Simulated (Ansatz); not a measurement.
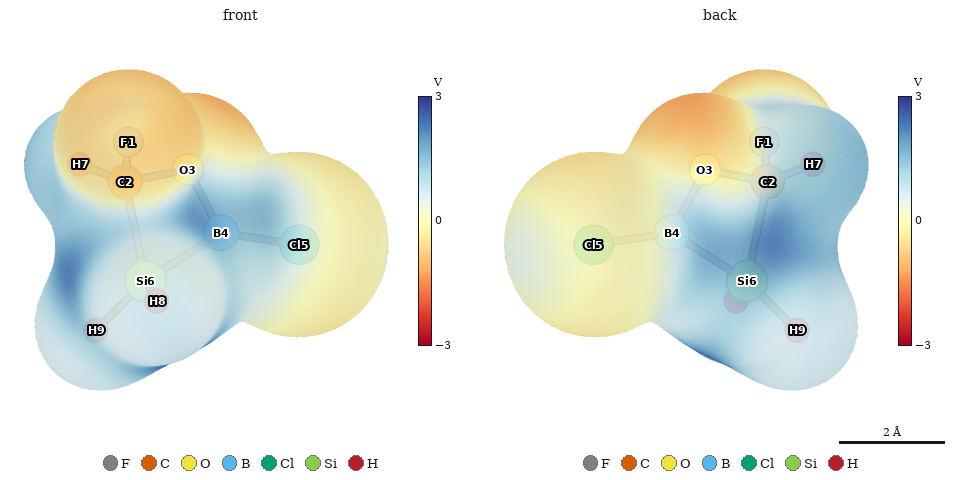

Figure. CH$_{3}$BClFOSi. The molecular electrostatic potential painted on the density surface at 0.004 e/bohr³, seen from the front and from behind; red is negative and blue positive.

The calculation used Ansatz 0.2.0, RKS B3LYP-D4/def2-SVP.

Input file:

```
crystal:
  periodic: [false, false, false]
  atoms:
    - { symbol: F, position_ang: [1.3341, -1.8164, -0.3292] }
    - { symbol: C, position_ang: [0.9794, -0.4328, -0.2014] }
    - { symbol: O, position_ang: [0.3842, 0.0712, -1.3876] }
    - { symbol: B, position_ang: [-0.8191, 0.6047, -0.8762] }
    - { symbol: Cl, position_ang: [-1.846, 2.1129, -1.2827] }
    - { symbol: Si, position_ang: [-0.4488, -0.1746, 0.8586] }
    - { symbol: H, position_ang: [1.8914, 0.1717, 0.1155] }
    - { symbol: H, position_ang: [-1.154, -1.4115, 1.129] }
    - { symbol: H, position_ang: [-0.2327, 0.8285, 1.957] }
basis:
  gaussian: { orbitals: def2-SVP }
hamiltonian:
  xc: b3lyp
  dispersion: d4
relax:
  f_tol: 0.02
  max_steps: 50
output:
  orbitals: {}
```

Command:

```sh
ansatz run input.yaml --threads 2 --pin off --max-ram 3072MiB --backend cpu --events-out ev --progress --plain --runs-dir out
```

The fields are those of the run's last geometry, not of the input's.

### Where is the surface potential most negative and most positive?

The most negative region (about −1.2 V) lies over O3, the most positive (about +2.5 V) over Si6. Cl5 shows a σ-hole: about +0.5 V at the tip opposite its bond, against about −0.2 V on its flanks. O3 is the likeliest acceptor of a hydrogen bond.
